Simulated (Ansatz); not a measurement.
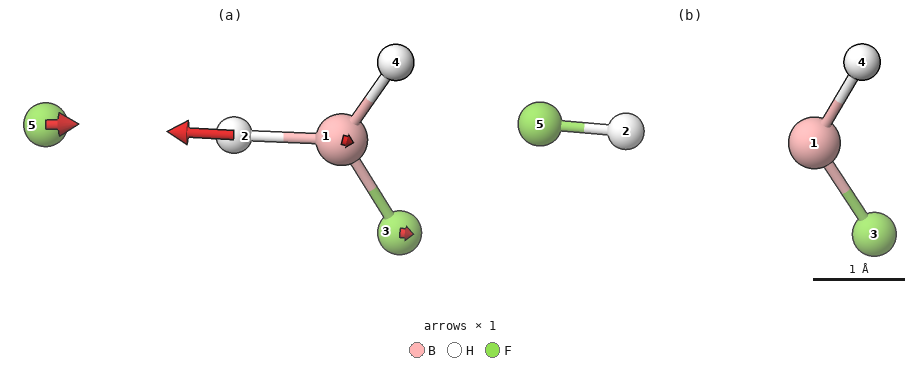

The structure of BH2F2 (multiplicity 2) before (left) and after (right) a relaxation, at one scale. The red arrows give the displacements, at their true length.

A ball-and-stick model, seen at a tilt.

The run prepares an end point of a later path (reaction) calculation, from a guessed geometry.

These are results of Ansatz, UKS revPBE/def2-mTZVP, not measurements.

Input file:
```yaml
crystal:
  periodic: [false, false, false]
  atoms:
    - { symbol: B, position_ang: [-0.010023, 0.0, -0.083827] }
    - { symbol: H, position_ang: [0.008251, 0.0, 1.120266] }
    - { symbol: F, position_ang: [1.149744, 0.0, -0.716141] }
    - { symbol: H, position_ang: [-1.045326, 0.0, -0.701286] }
    - { symbol: F, position_ang: [0.009954, 0.0, 3.225988] }
magnetization:
  spin_polarized: true
  initial_magnetization: 1
basis:
  gaussian: { orbitals: def2-mTZVP }
hamiltonian:
  xc: revpbe
relax:
  f_tol: 0.03
  max_steps: 50
```

Command:
```bash
ansatz run input.yaml --threads 1 --pin off --max-ram 2048MiB --backend cpu --events-out ev --progress --plain --runs-dir out
```

**Summarise the run.**

The largest move after the best rigid fit is that of H2, 0.76 Å. Largest moves by element: H 0.76 Å, F 0.39 Å, B 0.15 Å. Near-neighbour distances that change, for instance: H2–F5 2.106 → 0.960 Å, B1–H2 1.204 → 2.108 Å, B1–F3 1.321 → 1.312 Å. New bonds form, among them: H2–F5 (2.11 → 0.96 Å). Bonds break, among them: B1–H2 (1.20 → 2.11 Å). Among the angles between lasting bonds that change: F3–B1–H4 120.6° → 123.1°. The energy falls by 105.9 kJ/mol in 12 accepted moves (13 points after the start). The largest force component goes from 0.86 to 0.03 eV/Å. The line search rejected the trial step at point 8 of the run.
